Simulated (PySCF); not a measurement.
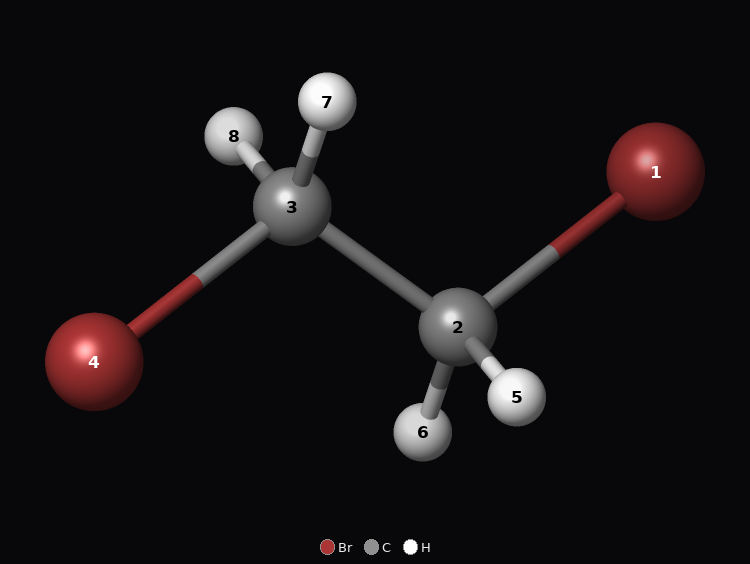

The atoms are numbered. Computed geometry: PBE0-D3(BJ)/def2-SVP optimisation. No frequency run is at hand to confirm it as a minimum.

List the bonds and their lengths.

```tsv
bond	length (Å)	order
Br1–C2	1.945	single
C2–C3	1.505	single
C2–H5	1.097	single
C2–H6	1.097	single
C3–Br4	1.945	single
C3–H7	1.097	single
C3–H8	1.097	single
```
